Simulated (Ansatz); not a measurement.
**One shape, several levels: SiCl2 (SMILES Cl[Si]Cl)**

Aim: a comparison of 6 runs (B2PLYP/STO-3G, wB97M-V/STO-3G, UMP2/STO-3G, CCSDTQ/STO-3G, CCSD/STO-3G, FCI/STO-3G) of SiCl2. 

The calculation is run with Ansatz 0.2.0.

39 further runs of the same task are left out: 5 that didn't finish, 34 set aside as unsound or not needed.

## (1) The molecule

SiCl2: 3 atoms, total charge 0, spin state singlet. As SMILES, `Cl[Si]Cl`. The Si2–Cl1 distance was set to 3.116 Å, away from the relaxed value. At this shape a bond of the SMILES string is far longer than usual.

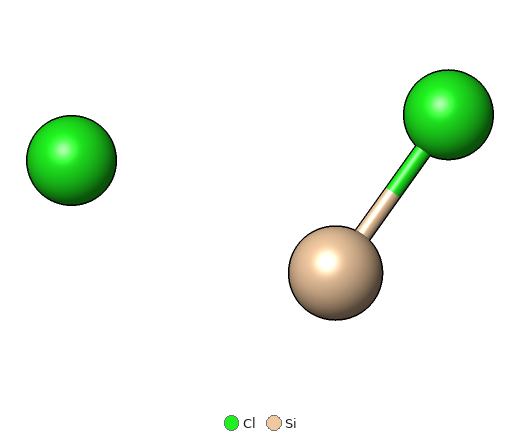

Viewed from a chosen angle; chlorine green, silicon light orange.

## (2) The energy at B2PLYP/STO-3G (run 1)

Contents of job.yaml:

```yaml
crystal:
  periodic: [false, false, false]
  atoms:
    - {symbol: Cl, position_ang: [0.825734, 2.410875, 0.717988]}
    - {symbol: Si, position_ang: [-0.770100, -0.010400, -0.422000]}
    - {symbol: Cl, position_ang: [0.476300, -1.593400, 0.084000]}
basis:
  gaussian:
    orbitals: STO-3G
hamiltonian:
  xc: {name: B2PLYP}
correlation:
  frozen_orbitals: {Cl: 5, Si: 5}
accuracy: high
```

The run is started by

```
$ ansatz run job.yaml --threads 1 --pin off --max-ram 2610MiB --events-out events.jsonl --progress --plain --runs-dir runs
```

The program printed:

```text
Warning: RAYON_NUM_THREADS=1 ignored (pool sized by the plan → 1); use --threads N
Functional definition: B2PLYP
  name "B2PLYP"
  parameter a = 0.53
  parameter c = 0.27
  exchange = (1 - a)*b88_x + a*exact_x
  correlation = (1 - c)*lyp_c + c*(mp2_os + mp2_ss)
455 factors; integrals over basis functions are off by at most 1.5e-8 eV
mean field evaluation 1: about -32540.3502 eV, gradient 1.9e1 eV
mean field evaluation 2: about -32540.3686 eV, gradient 1.9e1 eV
mean field evaluation 4: about -32543.5698 eV, gradient 8.9e0 eV
mean field evaluation 8: about -32544.4417 eV, gradient 1.2e-1 eV
mean field evaluation 16: about -32544.4334 eV, gradient 4.4e-6 eV
mean field evaluation 32: about -32526.8466 eV, gradient 9.3e0 eV
mean field -32544.43335679 eV, -1195.9858664528 hartree, gradient 3.2e-8 eV, S^2 0.000000; 0 other end points of the search recorded, 0 dependent functions left out; unrestricted orbitals would lower it
15 core orbitals not correlated: weight in the atoms' cores, before any rotation towards them, 1.000 or more for the frozen orbitals, at most 0.000 for the correlated occupied ones
reference -32544.43337536 eV, -1195.9858671352 hartree; 9, 9 occupied and 3, 3 virtual orbitals, 455 factors
second order -2.46404697 eV of doubles, -0.00000000 eV of singles
Total energy: -32545.09866804 eV, -1196.0103161903 hartree
```

Run time: 1.8 s. Hardware: 1 thread of Arm Neoverse V1, shared host; peak memory 0.1 GiB.

## (3) The energy at wB97M-V/STO-3G (run 2)

Contents of in.yaml:

```yaml
crystal:
  periodic: [false, false, false]
  atoms:
    - {symbol: Cl, position_ang: [0.825734, 2.410875, 0.717988]}
    - {symbol: Si, position_ang: [-0.770100, -0.010400, -0.422000]}
    - {symbol: Cl, position_ang: [0.476300, -1.593400, 0.084000]}
basis:
  gaussian:
    orbitals: STO-3G
magnetization:
  spin_polarized: false
  initial_magnetization: 0
hamiltonian:
  xc: {name: wB97M-V}
accuracy: high
```

The run is started by

```
$ ansatz run in.yaml --threads 1 --pin off --max-ram 2610MiB --events-out events.jsonl --progress --plain --runs-dir runs
```

The program printed:

```text
Warning: RAYON_NUM_THREADS=1 ignored (pool sized by the plan → 1); use --threads N
Functional definition: wB97M-V
  name "wB97M-V"
  parameter omega = 0.3/bohr
  parameter cx = 0.15
  parameter cx01 = 1.007
  parameter cx10 = 0.259
  parameter css00 = 0.443
  parameter css04 = -1.437
  parameter css10 = -4.535
  parameter css20 = -3.390
  parameter css43 = 4.278
  parameter cos00 = 1.000
  parameter cos10 = 1.358
  parameter cos20 = 2.924
  parameter cos21 = -8.812
  parameter cos60 = -1.390
  parameter cos61 = 9.142
  parameter b = 6.0
  parameter c = 0.01
  gx(w, u) = 1 - cx + cx01*u + cx10*w
  gss(w, u) = css00 + css04*u^4 + css10*w + css20*w^2 + css43*w^4*u^3
  gos(w, u) = cos00 + cos10*w + (cos20 + cos21*u)*w^2 + (cos60 + cos61*u)*w^6
  exchange = spin_sum(e_x_unif_sr(omega)*gx(b97_w, b97_u_x)) + cx*exact_x_sr(omega) + exact_x_lr(omega)
  correlation = spin_sum(e_c_pw_mod_same_spin*gss(b97_w, b97_u_same))
      + integral(e_c_pw_mod_opposite_spin*gos(b97_w_opposite, b97_u_opposite)) + vv10(b, c)
455 factors; integrals over basis functions are off by at most 1.5e-8 eV
158 factors; integrals over basis functions are off by at most 1.0e-9 eV
mean field evaluation 1: about -32556.5046 eV, gradient 2.0e1 eV
mean field evaluation 2: about -32502.2490 eV, gradient 8.9e1 eV
mean field evaluation 4: about -32560.8404 eV, gradient 1.6e0 eV
mean field evaluation 8: about -32560.8745 eV, gradient 1.5e-1 eV
mean field evaluation 16: about -32560.8748 eV, gradient 3.1e-5 eV
mean field -32560.87484597 eV, -1196.5900800357 hartree, gradient 1.1e-8 eV, S^2 0.000000; 0 other end points of the search recorded, 0 dependent functions left out
reference -32560.87484812 eV, -1196.5900801149 hartree; 24, 24 occupied and 3, 3 virtual orbitals, 455 factors
Total energy: -32560.87484812 eV, -1196.5900801149 hartree
```

It took 20 s on 1 thread of Arm Neoverse V1, shared host; peak memory 0.28 GiB.

Runs 3 to 5 aren't shown in full; the table further down has their settings and results.

## (4) A single-point energy at FCI/STO-3G (run 6)

Contents of run.yaml:

```yaml
crystal:
  periodic: [false, false, false]
  atoms:
    - {symbol: Cl, position_ang: [0.825734, 2.410875, 0.717988]}
    - {symbol: Si, position_ang: [-0.770100, -0.010400, -0.422000]}
    - {symbol: Cl, position_ang: [0.476300, -1.593400, 0.084000]}
basis:
  gaussian:
    orbitals: STO-3G
correlation:
  method: fci
  frozen_orbitals: {Cl: 5, Si: 5}
accuracy: high
```

The run is started by

```
$ ansatz run run.yaml --threads 1 --pin off --max-ram 2610MiB --events-out events.jsonl --progress --plain --runs-dir runs
```

The program printed:

```text
Warning: RAYON_NUM_THREADS=1 ignored (pool sized by the plan → 1); use --threads N
Functional definition: HF
  name "HF"
  exchange = exact_x
  correlation = 0
455 factors; integrals over basis functions are off by at most 1.5e-8 eV
mean field evaluation 1: about -32506.6947 eV, gradient 1.7e1 eV
mean field evaluation 2: about -32506.7288 eV, gradient 1.7e1 eV
mean field evaluation 4: about -32509.7344 eV, gradient 1.1e0 eV
mean field evaluation 8: about -32509.7523 eV, gradient 4.5e-2 eV
mean field -32509.75231188 eV, -1194.7113615600 hartree, gradient 9.1e-9 eV, S^2 0.000000; 0 other end points of the search recorded, 0 dependent functions left out; unrestricted orbitals would lower it
mean field evaluation 16: about -32509.8872 eV, gradient 6.1e0 eV
15 core orbitals not correlated: weight in the atoms' cores, before any rotation towards them, 1.000 or more for the frozen orbitals, at most 0.000 for the correlated occupied ones
reference -32509.75231188 eV, -1194.7113615600 hartree; 9, 9 occupied and 3, 3 virtual orbitals, 455 factors
state -32511.81991609 eV, -1194.7873446131 hartree
Total energy: -32511.81991609 eV, -1194.7873446131 hartree
```

It took 0.54 s on 1 thread of Arm Neoverse V1, shared host.

## (5) Overview of the runs

```
run           level  frozen core orbitals   energy (Eh)  wall time
  1   B2PLYP/STO-3G                    15  -1196.010316      1.8 s
  2  wB97M-V/STO-3G                     –  -1196.590080       20 s
  3     UMP2/STO-3G                    15  -1194.755963      1.6 s
  4   CCSDTQ/STO-3G                    15  -1194.787434       15 s
  5     CCSD/STO-3G                    15  -1194.783203      0.3 s
  6      FCI/STO-3G                    15  -1194.787345     0.54 s
```

## (6) Outcome

| quantity | value |
| --- | --- |
| run 6: total energy | -1194.78734 Eh |
| run 6: correlation energy (15 core orbitals frozen) | -76.0 mEh |

In words: Against full CI in this basis: UMP2 +31.4 mEh; CCSDTQ -0.1 mEh; CCSD +4.1 mEh. Totals of different functionals can't be ranked against each other. In run 5 the T1 diagnostic is large, so a single reference may not serve. In runs 1, 4, 5 the log says that unrestricted orbitals would lower the reference, so the values rest on an unstable closed-shell determinant (other closed-shell runs at this shape may share the fault). In runs 1, 2, 3, 4, 5, 6 the basis is minimal, so the values are rough. Spin contamination of the reference: run 3 ⟨S²⟩ = 0.65. Where it is this large, the reference is a mixture of spin states, and values that rest on it are in doubt. All runs together took 39 s, the longest 20 s.
